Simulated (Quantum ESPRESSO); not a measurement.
# CoO: which magnetic order is lowest

Wanted: the moments of CoO and the energy of each order that was tried.

Program: Quantum ESPRESSO 7.5. Level of theory: LDA with U = 3.5 eV on Co d (ortho-atomic projectors); plane waves with GBRV 1.5 LDA potentials, no spin-orbit coupling. Results are calculated unless marked as measured.

## Step 1: Set-up

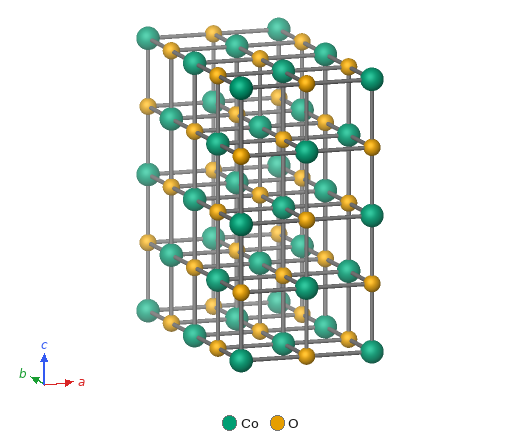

Start, viewed slightly off an axis; cobalt teal, oxygen orange. 1×2×2 cells are drawn. This picture shows the conventional cell, with its axes. Some periodic images of atoms are drawn too.

As a file:

```cif
data_structure
_symmetry_space_group_name_H-M 'Fm-3m'
_symmetry_Int_Tables_number 225
_cell_length_a 4.2630
_cell_length_b 4.2630
_cell_length_c 4.2630
_cell_angle_alpha 90.000
_cell_angle_beta 90.000
_cell_angle_gamma 90.000
_cell_volume 77.47
loop_
_atom_site_label
_atom_site_type_symbol
_atom_site_symmetry_multiplicity
_atom_site_Wyckoff_symbol
_atom_site_fract_x
_atom_site_fract_y
_atom_site_fract_z
_atom_site_occupancy
Co1 Co 4 a 0.00000 0.00000 0.00000 1
O1 O 4 b 0.50000 0.00000 0.00000 1
```

The cell comes from the Crystallography Open Database.

## Step 2: Start 1: ferro +

The signs are those of the starting moments on the seeded atoms, the atoms that are given a moment.

Input file pw.in:

```
&CONTROL
  calculation = 'scf'
  prefix = 'pwscf'
  outdir = './tmp'
  pseudo_dir = './pseudo'
  disk_io = 'nowf'
/
&SYSTEM
  ibrav = 0
  nat = 2
  ntyp = 2
  ecutwfc = 40
  ecutrho = 280
  nbnd = 20
  occupations = 'smearing'
  smearing = 'fd'
  degauss = 0.00367493
  nspin = 2
  starting_magnetization(1) = 0.1765
  starting_magnetization(2) = 0
/
&ELECTRONS
  conv_thr = 4d-09
  electron_maxstep = 150
  mixing_beta = 0.3
/
ATOMIC_SPECIES
Co     58.9332 co_lda_v1.2.uspp.F.UPF
O      15.9990 o_lda_v1.2.uspp.F.UPF
CELL_PARAMETERS angstrom
   0.0000000000    2.1315000000    2.1315000000
   2.1315000000    0.0000000000    2.1315000000
   2.1315000000    2.1315000000    0.0000000000
ATOMIC_POSITIONS crystal
Co      0.0000000000    0.0000000000    0.0000000000
O       0.5000000000    0.5000000000    0.5000000000
K_POINTS automatic
8 8 8 0 0 0
HUBBARD {ortho-atomic}
U Co-3d 3.5000
```

Started as:

```
$ OMP_NUM_THREADS=1 mpirun -n 4 pw.x -nk 4 -in pw.in > pw.out
```

The log of the run:

```text
Program PWSCF v.7.5 starts

     Message from routine setup:
     using ibrav=0 with symmetry is DISCOURAGED, use correct ibrav instead

     K-points division:     npool     =       4
     Subspace diagonalization in iterative solution of the eigenvalue problem:

     G-vector sticks info
     --------------------
     sticks:   dense  smooth     PW     G-vecs:    dense   smooth      PW
     Sum         637     361    121                10417     4477     893

     Using Slab Decomposition

     bravais-lattice index     =            0
     lattice parameter (alat)  =       5.6964  a.u.
     unit-cell volume          =     130.7021 (a.u.)^3
     number of atoms/cell      =            2
     number of atomic types    =            2
     number of electrons       =        23.00
     number of Kohn-Sham states=           20
     kinetic-energy cutoff     =      40.0000  Ry
     charge density cutoff     =     280.0000  Ry
     scf convergence threshold =      4.0E-09
     mixing beta               =       0.3000
     number of iterations used =            8  plain     mixing
     Exchange-correlation= SLA  PZ   NOGX NOGC
                           (   1   1   0   0   0   0   0)
     Hubbard projectors: ortho-atomic
     Hubbard parameters of DFT+U (Dudarev formulation) in eV:
     U(Co-3d) =  3.5000

     Internal variables: lda_plus_u =T, lda_plus_u_kind = 0

     Internal variables: orbital_resolved =F, hub_pot_fix =F, apply_U = F

     celldm(1)=   5.696383  celldm(2)=   0.000000  celldm(3)=   0.000000
     celldm(4)=   0.000000  celldm(5)=   0.000000  celldm(6)=   0.000000

     crystal axes: (cart. coord. in units of alat)
               a(1) = (   0.000000   0.707107   0.707107 )
               a(2) = (   0.707107   0.000000   0.707107 )
               a(3) = (   0.707107   0.707107   0.000000 )

     reciprocal axes: (cart. coord. in units 2 pi/alat)
               b(1) = ( -0.707107  0.707107  0.707107 )
               b(2) = (  0.707107 -0.707107  0.707107 )
               b(3) = (  0.707107  0.707107 -0.707107 )

     PseudoPot. # 1 for Co read from file:
     co_lda_v1.2.uspp.F.UPF
     Pseudo is Ultrasoft + core correction, Zval = 17.0
     Generated by new atomic code, or converted to UPF format
     Using radial grid of  863 points,  6 beta functions with:
                l(1) =   0
                l(2) =   0
                l(3) =   1
                l(4) =   1
                l(5) =   2
                l(6) =   2
     Q(r) pseudized with  8 coefficients,  rinner =    1.200   1.200   1.200
                                                       1.200   1.200

     PseudoPot. # 2 for O  read from file:
     o_lda_v1.2.uspp.F.UPF
     Pseudo is Ultrasoft + core correction, Zval =  6.0
     Generated by new atomic code, or converted to UPF format
     Using radial grid of  737 points,  5 beta functions with:
                l(1) =   0
                l(2) =   0
                l(3) =   1
                l(4) =   1
                l(5) =   2
     Q(r) pseudized with  8 coefficients,  rinner =    0.900   0.900   0.900
                                                       0.900   0.900

     atomic species   valence    mass     pseudopotential
     Co               17.00    58.93320     Co( 1.00)
     O                 6.00    15.99900     O ( 1.00)

     Starting magnetic structure
     atomic species   magnetization
     Co              0.176
     O               0.000

     48 Sym. Ops., with inversion, found

   Cartesian axes

     site n.     atom                  positions (alat units)
         1        Co     tau(   1) = (   0.0000000   0.0000000   0.0000000  )
         2        O      tau(   2) = (   0.7071068   0.7071068   0.7071068  )

     number of k points=    29  Fermi-Dirac smearing, width (Ry)=  0.0037
                       cart. coord. in units 2pi/alat
        k(    1) = (   0.0000000   0.0000000   0.0000000), wk =   0.0019531
        k(    2) = (   0.0883883   0.0883883  -0.0883883), wk =   0.0156250
        k(    3) = (   0.1767767   0.1767767  -0.1767767), wk =   0.0156250
        k(    4) = (   0.2651650   0.2651650  -0.2651650), wk =   0.0156250
        k(    5) = (  -0.3535534  -0.3535534   0.3535534), wk =   0.0078125
        [... 24 further k-points ...]

     Dense  grid:    10417 G-vectors     FFT dimensions: (  32,  32,  32)

     Smooth grid:     4477 G-vectors     FFT dimensions: (  24,  24,  24)

     Check: negative core charge=   -0.000039
     Generating pointlists ...
     new r_m :   0.2917 (alat units)  1.6615 (a.u.) for type    1
     new r_m :   0.2917 (alat units)  1.6615 (a.u.) for type    2

     Initial potential from superposition of free atoms

     starting charge      22.0000, renormalised to      23.0000

     STARTING HUBBARD OCCUPATIONS:

     =================== HUBBARD OCCUPATIONS ===================
     ------------------------ ATOM    1 ------------------------
     Tr[ns(  1)] (up, down, total) =   5.00000  2.00000  7.00000
     Atomic magnetic moment for atom   1 =   3.00000
     [... lines left out ...]
     Number of occupied Hubbard levels =    7.0000

     Atomic wfc used for Hubbard projectors are orthogonalized

     Starting wfcs are   17 randomized atomic wfcs +    3 random wfcs

     Self-consistent Calculation

     iteration #  1     ecut=    40.00 Ry     beta= 0.30
     Davidson diagonalization with overlap
     ethr =  1.00E-02,  avg # of iterations =  5.2

     =================== HUBBARD OCCUPATIONS ===================
     ------------------------ ATOM    1 ------------------------
     Tr[ns(  1)] (up, down, total) =   4.63054  0.93532  5.56586
     Atomic magnetic moment for atom   1 =   3.69522
     [... lines left out ...]
     Number of occupied Hubbard levels =    5.5659

     total energy              =    -328.59893385 Ry
     estimated scf accuracy    <       6.10364589 Ry

     total magnetization       =     3.64 Bohr mag/cell
     absolute magnetization    =     3.72 Bohr mag/cell

     iteration #  2     ecut=    40.00 Ry     beta= 0.30
     Davidson diagonalization with overlap
     ethr =  1.00E-02,  avg # of iterations =  2.1

     total energy              =    -329.55512938 Ry
     estimated scf accuracy    <       5.44219946 Ry

     total magnetization       =     0.96 Bohr mag/cell
     absolute magnetization    =     0.98 Bohr mag/cell

     iteration #  3     ecut=    40.00 Ry     beta= 0.30
     Davidson diagonalization with overlap
     ethr =  1.00E-02,  avg # of iterations =  1.0

     total energy              =    -330.39038014 Ry
     estimated scf accuracy    <       0.20971634 Ry

     total magnetization       =     3.01 Bohr mag/cell
     absolute magnetization    =     3.03 Bohr mag/cell

     [... further iterations left out ...]

     iteration # 11     ecut=    40.00 Ry     beta= 0.30
     Davidson diagonalization with overlap
     ethr =  1.25E-07,  avg # of iterations =  1.7

     total energy              =    -330.41689820 Ry
     estimated scf accuracy    <       0.00000381 Ry

     total magnetization       =     2.99 Bohr mag/cell
     absolute magnetization    =     3.01 Bohr mag/cell

     iteration # 12     ecut=    40.00 Ry     beta= 0.30
     Davidson diagonalization with overlap
     ethr =  1.66E-08,  avg # of iterations =  1.5

     total energy              =    -330.41689912 Ry
     estimated scf accuracy    <       0.00000020 Ry

     total magnetization       =     2.99 Bohr mag/cell
     absolute magnetization    =     3.01 Bohr mag/cell

     iteration # 13     ecut=    40.00 Ry     beta= 0.30
     Davidson diagonalization with overlap
     ethr =  8.67E-10,  avg # of iterations =  1.9

     total energy              =    -330.41689925 Ry
     estimated scf accuracy    <       0.00000007 Ry

     total magnetization       =     2.99 Bohr mag/cell
     absolute magnetization    =     3.01 Bohr mag/cell

     iteration # 14     ecut=    40.00 Ry     beta= 0.30
     Davidson diagonalization with overlap
     ethr =  3.21E-10,  avg # of iterations =  1.2

     Magnetic moment per site  (integrated on atomic sphere of radius R)
     atom   1 (R=0.292)  charge= 14.5998  magn=  2.5850
     atom   2 (R=0.292)  charge=  5.7492  magn=  0.2965

     End of self-consistent calculation

     =================== HUBBARD OCCUPATIONS ===================
     ------------------------ ATOM    1 ------------------------
     Tr[ns(  1)] (up, down, total) =   4.97306  2.33166  7.30472
     Atomic magnetic moment for atom   1 =   2.64140
     [... lines left out ...]
     Number of occupied Hubbard levels =    7.3047

     [... lines left out ...]
     the Fermi energy is    12.8391 ev

!    total energy              =    -330.41689926 Ry
     estimated scf accuracy    <          3.3E-10 Ry
     smearing contrib. (-TS)   =      -0.00252646 Ry
     internal energy E=F+TS    =    -330.41437281 Ry

     The total energy is F=E-TS. E is the sum of the following terms:
     one-electron contribution =    -183.02479258 Ry
     hartree contribution      =     104.47388365 Ry
     xc contribution           =     -39.41935250 Ry
     ewald contribution        =    -212.56286172 Ry
     Hubbard energy            =       0.11875034 Ry

     total magnetization       =     2.99 Bohr mag/cell
     absolute magnetization    =     3.01 Bohr mag/cell

     convergence has been achieved in  14 iterations

=------------------------------------------------------------------------------=
   JOB DONE.
=------------------------------------------------------------------------------=
```

Run time: 4.1 s. Hardware: 4 MPI ranks of Arm Neoverse V2, shared host; peak memory 0.25 GiB; 16 s of CPU time.

Spin moment in the atom's sphere by atom:

| atom | spin moment in the atom's sphere (μB) |
| --- | --- |
| Co1 | 2.58 |
| O2 | 0.30 |

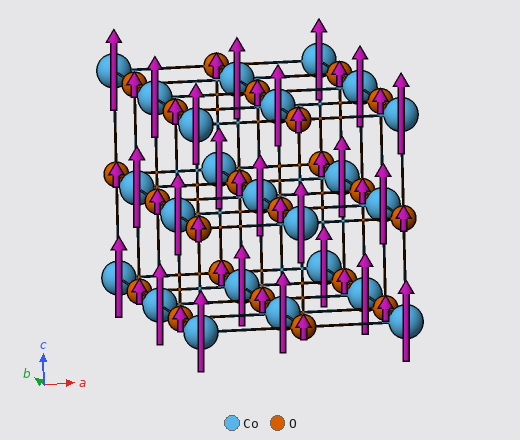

Spin moment in the atom's sphere as arrows, the longest 2.58 μB. Up and down stand for the sign. Arrows give size and sign along the axis of quantisation, drawn up and down the page. Each arrow also spans its atom, so small moments look longer than they are. 1×2×1 conventional cells are drawn. Some periodic images of atoms are drawn too.

Read from the output:

```yaml
smearing_term_ts: 0.03437 eV
magnetization: 2.989 μB
absolute_magnetization: 3.009 μB
final_state: ferromagnetic
```

(Part 1 of 2 ends here.)

[Logs and program files are shortened in this print: banners, set-up blocks, solver, clock and traceback lines can be left out without a mark of their own.]

[Logs are printed without paths, hosts, clocks, repeated set-up lines and the standing remarks that a program may print on its own settings, such as how far it seeks lower states.]

[Hosts, paths, dates, database ids (printed as entryN), source tags and the programs' standing remarks are cut or masked in the printed files.]

[Where a cell is said to come from a database of computed structures, the database is the Materials Project.]
